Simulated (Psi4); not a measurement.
# One shape, several levels: C2H2BN (SMILES B[C]C#N)

Aim: a comparison of 3 runs (UHF/STO-3G, UB3LYP/6-31G*) of C2H2BN. 

The calculation is run with Psi4 1.11.

## 1. The structure to begin with

C2H2BN has 6 atoms, charge 0, and is taken as a triplet. As SMILES, `B[C]C#N`. The shape is that of a GFN2-xTB optimisation.

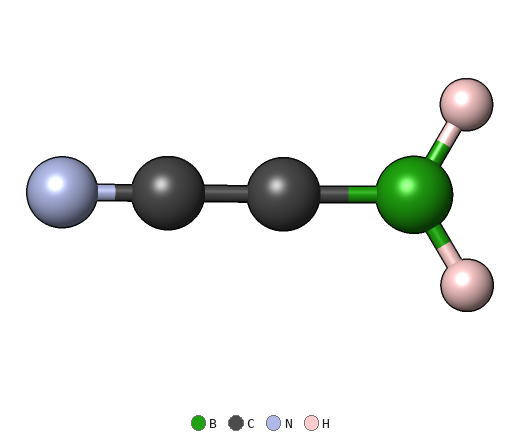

The structure, seen from a chosen angle (boron green, carbon dark grey, nitrogen light blue, hydrogen pink).

## 2. Energy and gradient at UHF/STO-3G (run 1)

Input file calc.py:

```python
import psi4

psi4.set_memory(1600000000)
psi4.set_num_threads(1)
psi4.set_output_file('c2h2bn.out', False)

molecule = psi4.geometry("""
0 3
B     -0.573930     0.997560    -0.188130
C      0.149480    -0.256980     0.044000
C      0.788000    -1.365760     0.256030
N      1.370220    -2.382130     0.449290
H     -0.992760     1.252310    -1.252840
H     -0.741000     1.755000     0.691650
symmetry c1
no_reorient
no_com
""")

options = {'basis': 'STO-3G', 'reference': 'uhf', 'puream': True, 'e_convergence': 1e-09, 'd_convergence': 1e-08, 'scf_type': 'pk', 'maxiter': 200}
psi4.set_options(options)

energy_value, wavefunction = psi4.gradient('hf', return_wfn=True)
psi4.oeprop(wavefunction, 'WIBERG_LOWDIN_INDICES', 'QUADRUPOLE', 'MULLIKEN_CHARGES')
print('gradient / Eh bohr^-1')
print(energy_value.np.round(6))
print(f'energy = {wavefunction.energy():.10f} Eh')
for k, v in sorted(psi4.core.scalar_variables().items()):
    print(f'{k:45s} {v:18.10f}')
```

The run is started by

```console
python calc.py
```

c2h2bn.out:

```text
[...]
  Running in c1 symmetry.
[...]
  Nuclear repulsion =   74.560409549637555
[...]
  Multiplicity = 3
[...]
  Nalpha       = 14
  Nbeta        = 12
[...]
    Number of basis functions: 22
[...]
   @UHF iter   1:  -153.81888583861223   -2.55734e+00   1.88430e-02 ADIIS/DIIS
[...]
   @UHF iter  15:  -153.99013465879824   -4.63274e-12   9.25107e-09 DIIS
[...]
   @S^2 Observed:                2.418030701E+00
[...]
    Orbital Energies [Eh]
    ---------------------
    Alpha Occupied:
       1A    -15.398737     2A    -11.065267     3A    -11.053990
       4A     -7.448849     5A     -1.225574     6A     -1.002092
       7A     -0.738187     8A     -0.566557     9A     -0.559481
      10A     -0.534193    11A     -0.526325    12A     -0.499462
      13A     -0.391162    14A     -0.344947
    Alpha Virtual:
      15A      0.218215    16A      0.402308    17A      0.457561
      18A      0.574905    19A      0.712961    20A      0.802283
      21A      0.897277    22A      1.428076
[...]
  @UHF Final Energy:  -153.99013465879824
   => Energetics <=
    Nuclear Repulsion Energy =             74.5604095496375550
    One-Electron Energy =                -355.6935234365754468
    Two-Electron Energy =                 127.1429792281396658
    Total Energy =                       -153.9901346587982403
  UHF NO Occupations:
  HONO-2 :   12  A 1.8941026
  HONO-1 :   13  A 1.0000000
[...]
  -Total Gradient:
     Atom            X                  Y                   Z
    ------   -----------------  -----------------  -----------------
       1        0.020641077435    -0.035642675157     0.005995665000
       2       -0.002877960847     0.004820821585    -0.000611154435
       3        0.052152363754    -0.090893031042     0.017248211388
       4       -0.067030103090     0.116835260119    -0.022213048376
       5       -0.002144066920     0.000939182334    -0.005826438032
       6       -0.000741310331     0.003940442162     0.005406764456
[...]
 Multipole Moments:
 ------------------------------------------------------------------------------------
     Multipole            Electronic (a.u.)      Nuclear  (a.u.)        Total (a.u.)
 ------------------------------------------------------------------------------------
 L = 1.  Multiply by 2.5417464519 to convert [e a0] to [Debye]
 Dipole X            :        -20.4262583           20.0556823           -0.3705760
 Dipole Y            :         35.4492951          -34.8016499            0.6476452
 Dipole Z            :         -6.6307532            6.5070262           -0.1237270
 Magnitude           :                                                    0.7563592
 L = 2.  Multiply by 1.3450342976 to convert [e a0^2] to [Debye ang]
 Quadrupole XX       :        -88.7278348           72.0779483          -16.6498865
 Quadrupole XY       :        128.0161965         -124.7817007            3.2344958
[...]
  Mulliken Charges: (a.u.)
   Center  Symbol    Alpha    Beta     Spin     Total
       1     B     2.35214  2.40189 -0.04975  0.24597
       2     C     3.91722  2.14397  1.77325 -0.06118
       3     C     2.36052  3.60383 -1.24331  0.03565
       4     N     4.28591  2.83753  1.44839 -0.12344
       5     H     0.54201  0.50646  0.03555 -0.04847
       6     H     0.54220  0.50634  0.03586 -0.04854
   Total alpha = 14.00000, Total beta = 12.00000, Total charge = -0.00000
  Wiberg Bond Indices using Orthogonal Lowdin Orbitals:
[...]
```

On the terminal:

```text
gradient / Eh bohr^-1
[[ 0.020641 -0.035643  0.005996]
 [-0.002878  0.004821 -0.000611]
 [ 0.052152 -0.090893  0.017248]
 [-0.06703   0.116835 -0.022213]
 [-0.002144  0.000939 -0.005826]
 [-0.000741  0.00394   0.005407]]
energy = -153.9901346588 Eh
CURRENT ENERGY                                   -153.9901346588
CURRENT REFERENCE ENERGY                         -153.9901346588
DD SOLVATION ENERGY                                 0.0000000000
HF KINETIC ENERGY                                 153.5270977002
HF POTENTIAL ENERGY                              -307.5172323590
HF TOTAL ENERGY                                  -153.9901346588
HF VIRIAL RATIO                                     2.0030159950
NUCLEAR REPULSION ENERGY                           74.5604095496
ONE-ELECTRON ENERGY                              -355.6935234366
PCM POLARIZATION ENERGY                             0.0000000000
PE ENERGY                                           0.0000000000
SCF ITERATION ENERGY                             -153.9901346588
SCF ITERATIONS                                     15.0000000000
SCF TOTAL ENERGY                                 -153.9901346588
TWO-ELECTRON ENERGY                               127.1429792281
```

Run time: 0.92 s. Hardware: 1 thread of AMD EPYC 9R45 (Zen 5), shared host; peak memory 0.18 GiB.

## 3. Energy and gradient at UB3LYP/6-31G(d) (spherical functions) (run 2)

Input file input.dat:

```
memory 1600 MB

molecule {
  0 3
  B     -0.573930     0.997560    -0.188130
  C      0.149480    -0.256980     0.044000
  C      0.788000    -1.365760     0.256030
  N      1.370220    -2.382130     0.449290
  H     -0.992760     1.252310    -1.252840
  H     -0.741000     1.755000     0.691650
  units angstrom
  symmetry c1
}

set {
  reference            uks
  puream               true
  e_convergence        1e-09
  d_convergence        1e-08
  scf_type             pk
  dft_radial_points    99
  dft_spherical_points 590
  maxiter              200
}

e_tot, wfn = gradient('b3lyp/6-31G*', return_wfn=True)
```

The run is started by

```console
psi4 -n 1 input.dat output.dat
```

output.dat (excerpt; [...] marks lines left out):

```text
[...]
  Running in c1 symmetry.
[...]
  Nuclear repulsion =   74.560409549637555
[...]
  Multiplicity = 3
[...]
  Nalpha       = 14
  Nbeta        = 12
[...]
    Number of basis functions: 60
[...]
   @UKS iter   1:  -156.76282446854057   -6.46477e-01   7.17424e-03 ADIIS/DIIS
[...]
   @UKS iter  14:  -156.88010057872057   -2.38742e-12   5.32241e-09 DIIS
[...]
   @S^2 Observed:                2.041316915E+00
[...]
  @UKS Final Energy:  -156.88010057872057
   => Energetics <=
    Nuclear Repulsion Energy =             74.5604095496375550
    One-Electron Energy =                -357.2662072363035577
    Two-Electron Energy =                 144.0152987087784027
    DFT Exchange-Correlation Energy =     -18.1896016008329688
    Empirical Dispersion Energy =           0.0000000000000000
    VV10 Nonlocal Energy =                  0.0000000000000000
    Total Energy =                       -156.8801005787205725
[...]
 Multipole Moments:
 ------------------------------------------------------------------------------------
     Multipole            Electronic (a.u.)      Nuclear  (a.u.)        Total (a.u.)
 ------------------------------------------------------------------------------------
 L = 1.  Multiply by 2.5417464519 to convert [e a0] to [Debye]
 Dipole X            :          1.0770288           -1.4846213           -0.4075925
 Dipole Y            :         -1.8615860            2.5734577            0.7118717
 Dipole Z            :          0.3431438           -0.4785652           -0.1354213
 Magnitude           :                                                    0.8314036
[...]
  -Total Gradient:
     Atom            X                  Y                   Z
    ------   -----------------  -----------------  -----------------
       1        0.003982153538    -0.006842576520     0.000928728084
       2       -0.000022542999    -0.000112520949     0.000094147845
       3        0.007895900572    -0.013581829662     0.002623715514
       4       -0.017734602038     0.030776356096    -0.005859008749
       5        0.004253621437    -0.002599039467     0.011050593282
       6        0.001625693623    -0.007640842188    -0.008838044460
[...]
```

It took 11 s on 1 thread of AMD EPYC 9R45 (Zen 5), shared host; peak memory 0.73 GiB.

## 4. A single-point energy at UB3LYP/6-31G(d) (Cartesian functions) (run 3)

Input file c2h2bn.xyz:

```xyz
6
C2H2BN
B     -0.573930     0.997560    -0.188130
C      0.149480    -0.256980     0.044000
C      0.788000    -1.365760     0.256030
N      1.370220    -2.382130     0.449290
H     -0.992760     1.252310    -1.252840
H     -0.741000     1.755000     0.691650
```

Input file run.py:

```python
import numpy as np
from ase.calculators.psi4 import Psi4
from ase.io import read

mol = read('c2h2bn.xyz')
calc = Psi4(atoms=mol, method='b3lyp', basis='6-31G*', memory='1600MB', num_threads=1, charge=0, multiplicity=3, label='c2h2bn', reference='uks')
calc.psi4.set_options({'puream': False, 'e_convergence': 1e-09, 'd_convergence': 1e-08, 'scf_type': 'pk', 'dft_radial_points': 99, 'dft_spherical_points': 590, 'maxiter': 200})
mol.calc = calc

print(f'energy: {mol.get_potential_energy():.6f} eV')
```

The run is started by

```console
python run.py
```

c2h2bn.dat:

```text
[...]
  Running in c1 symmetry.
[...]
  Nuclear repulsion =   74.560409549637555
[...]
  Multiplicity = 3
[...]
  Nalpha       = 14
  Nbeta        = 12
[...]
    Number of basis functions: 64
[...]
   @UKS iter   1:  -156.76444184409763   -6.46472e-01   7.01221e-03 ADIIS/DIIS
[...]
   @UKS iter  14:  -156.88407404298775   -2.18847e-12   5.30437e-09 DIIS
[...]
   @S^2 Observed:                2.041229612E+00
[...]
    Orbital Energies [Eh]
    ---------------------
    Alpha Occupied:
       1A    -14.389643     2A    -10.263298     3A    -10.256340
       4A     -6.787705     5A     -0.953444     6A     -0.791682
       7A     -0.598207     8A     -0.441873     9A     -0.432239
      10A     -0.421765    11A     -0.409709    12A     -0.383379
      13A     -0.299661    14A     -0.256205
    Alpha Virtual:
      15A     -0.067900    16A      0.063403    17A      0.107606
      18A      0.149154    19A      0.161311    20A      0.232440
      21A      0.256038    22A      0.267851    23A      0.386145
      24A      0.406848    25A      0.424570    26A      0.523807
[...]
  @UKS Final Energy:  -156.88407404298775
   => Energetics <=
    Nuclear Repulsion Energy =             74.5604095496375550
    One-Electron Energy =                -357.2552137738744022
    Two-Electron Energy =                 143.9791551314644096
    DFT Exchange-Correlation Energy =     -18.1684249502153072
    Empirical Dispersion Energy =           0.0000000000000000
    VV10 Nonlocal Energy =                  0.0000000000000000
    Total Energy =                       -156.8840740429877485
[...]
 Multipole Moments:
 ------------------------------------------------------------------------------------
     Multipole            Electronic (a.u.)      Nuclear  (a.u.)        Total (a.u.)
 ------------------------------------------------------------------------------------
 L = 1.  Multiply by 2.5417464519 to convert [e a0] to [Debye]
 Dipole X            :          1.0751985           -1.4846213           -0.4094228
 Dipole Y            :         -1.8584010            2.5734577            0.7150567
 Dipole Z            :          0.3425521           -0.4785652           -0.1360131
 Magnitude           :                                                    0.8351243
[...]
```

The script printed:

```text
energy: -4269.033100 eV
```

Wall time 9.9 s (1 thread of AMD EPYC 9R45 (Zen 5), shared host); peak memory 0.78 GiB.

## 5. All runs side by side

```csv
run,level,integration grid,task,energy (Eh),dipole moment (D),HOMO energy (eV),LUMO energy (eV),wall time
1,UHF/STO-3G,–,gradient,-153.990135,1.92,-9.39,3.46,0.92 s
2,UB3LYP/6-31G* (spherical functions),99 radial × 590 angular,gradient,-156.880101,2.11,-6.97,-4.86,11 s
3,UB3LYP/6-31G* (Cartesian functions),99 radial × 590 angular,energy,-156.884074,2.12,-6.97,-4.86,9.9 s
```

## 6. Outcome

| quantity | value |
| --- | --- |
| run 3: total energy | -156.88407 Eh |
| run 3: dipole moment | 2.12 D |
| run 3: HOMO energy (highest over α and β) | -6.97 eV |
| run 3: LUMO energy (lowest over α and β) | -4.86 eV |
| run 3: ⟨S²⟩ | 2.041 |

The dipole moment (its size) runs from 1.92 D (UHF/STO-3G) to 2.12 D (UB3LYP/6-31G*). The two ends differ in method and basis. In run 1 the basis is minimal, so the values are rough. Spin contamination of the reference: run 1 ⟨S²⟩ = 2.42. All runs together took 22 s, the longest 11 s.
